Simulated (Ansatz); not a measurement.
# GeH$_{2}$O: what the fields show

Input

```
crystal:
  periodic: [false, false, false]
  atoms:
    - symbol: Ge
      position_ang: [0.108140, -0.955308, -1.057797]
    - symbol: O
      position_ang: [-1.212040, 0.228254, -1.420149]
    - symbol: H
      position_ang: [0.211301, -0.593708, 0.533806]
    - symbol: H
      position_ang: [-1.485751, 0.724403, -0.632720]
basis:
  gaussian: {orbitals: def2-TZVPD}
hamiltonian: {xc: pbe0}
output: {forces: true, orbitals: {seedname: orbitals}}
```

Launched as:

```sh
ansatz run input.yaml --threads 1 --pin off --max-ram 2610MiB --events-out events.jsonl --progress --plain --runs-dir runs
```

Geometry: B3LYP/6-31G*.

These are results of isolated molecule in a Gaussian basis; Kohn-Sham density functional theory, functional PBE0 (Ansatz), not measurements.

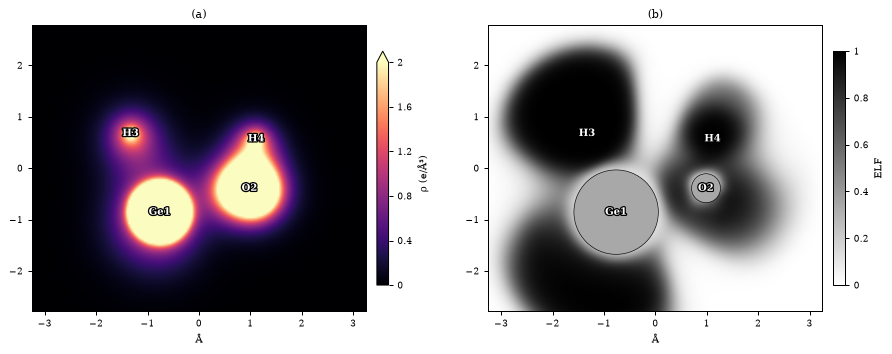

Figure 1. (a) electron density; (b) electron localisation function on the molecular plane. Grey discs cover the atomic cores in the ELF map.

Describe what can be read from this map.

The plane passes through Ge, O and H nuclei. Ge–O (1.81 Å): ρ is about 0.92 e/Å³ halfway; the ELF peaks at about 0.85 in the valence shell of O, 0.6 Å from its nucleus, and is about 0.35 at the midpoint. O–H (0.97 Å): the density is about 3.7 e/Å³ at the midpoint; the ELF climbs to about 1 towards the hydrogen, as it does in any bond to H; an ordinary covalent bond to hydrogen. Ge–H (1.64 Å): the density is about 0.87 e/Å³ at the midpoint; the ELF climbs to about 1 towards the hydrogen. The ELF also peaks beside O2, away from the bonds: lone-pair regions.

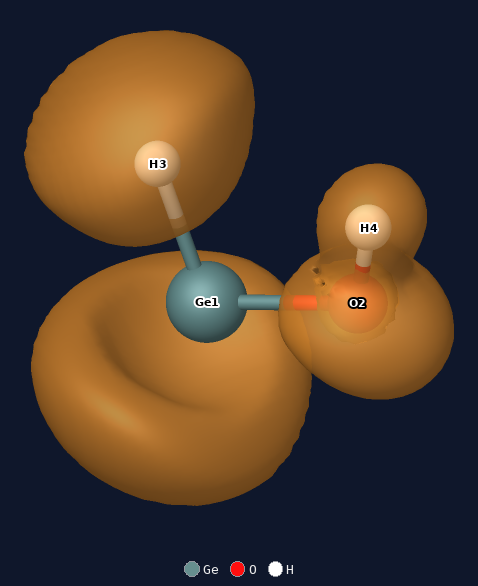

Figure 2. Isosurface of the electron localisation function at 0.75 (orange), seen at a tilt. Core shells and regions of very low density are left out.

What do the ELF domains correspond to?

The ELF exceeds this value in one region around a hydrogen nucleus, one lobe on Ge, pointing away from the bonds (lone pairs) and one joined region spread over several atoms (H, O), in which their bonds and any lone pairs are merged.

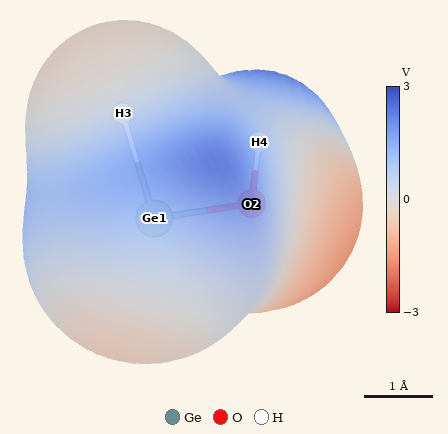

Figure 3. The molecular electrostatic potential painted on the density surface at 0.002 e/bohr³, seen at a tilt; red is negative and blue positive.

Which sites attract a positive test charge, and which a negative one?

A positive charge is drawn to the negative regions and a negative charge to the positive ones. The most negative region (about −1.5 V) lies over O2, the most positive (about +2.4 V) over H4. O2 is the likeliest acceptor of a hydrogen bond.

What dipole moment does the calculation give?

Its dipole moment is 1.20 D.

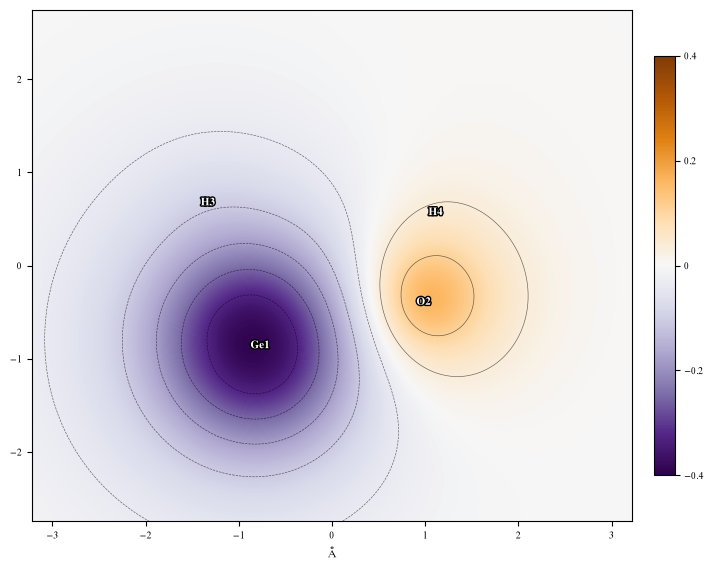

Figure 4. The LUMO on a plane 0.8 Å above the molecular plane (values in Å⁻³ᐟ²; the overall sign is arbitrary).

Where does this orbital lie, and at what energy?

It lies mainly on Ge1 (about 85 %) and O2 (about 10 %); it changes sign across the molecular plane (π type). Its energy is −2.38 eV.
